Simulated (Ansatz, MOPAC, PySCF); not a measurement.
ClFHIn (SMILES [F][InH][Cl]) and NH3 (SMILES N) are pulled apart as rigid monomers along the line of their centres of mass, from the B3LYP-D3(BJ)/def2-TZVP minimum. Starting geometry (charge 0, multiplicity 1):
```xyz
8

F      0.8802     1.4208     1.1647
In    -0.7270     0.2746     1.3966
Cl    -2.2034     1.2916     2.9507
H     -1.2190    -0.7851     0.1578
N      0.5312    -0.7449     3.0707
H      1.3867    -0.1962     3.0232
H      0.0783    -0.5617     3.9612
H      0.7656    -1.7300     3.0155
```

Interaction energies with rigid monomers; basis-set methods are counterpoise corrected unless marked otherwise.

Rows in STO-3G carry no dispersion term and start afresh at each structure; the Pople sets are all-electron and without relativity. The state reached by AM1, PM7 isn't checked; PM7 holds dispersion and hydrogen-bond terms.

Run with Ansatz (Gaussian basis) for Hartree–Fock, density functionals and correlated methods; MOPAC for AM1, PM7 (differences of heats of formation); PySCF for STO-3G rows, the dispersion terms.  In def2 rows elements past Kr take small-core potentials, without spin–orbit coupling.

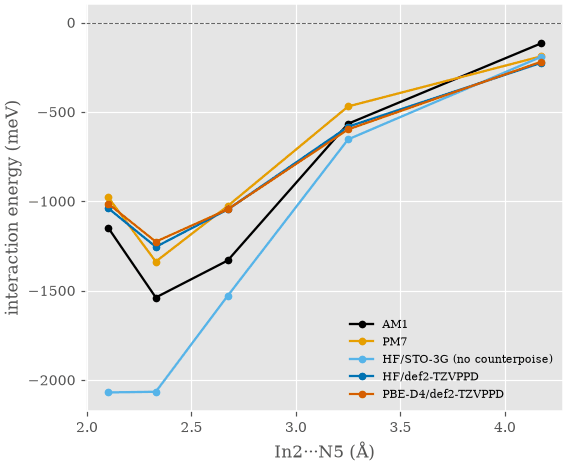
Figure: Interaction energy against separation

**Question.** Which level binds most strongly at In2···N5 = 2.33, and by how much?

**Answer.** HF/STO-3G (no counterpoise), -2066 meV.

Ansatz is a quantum-chemistry and plane-wave program.
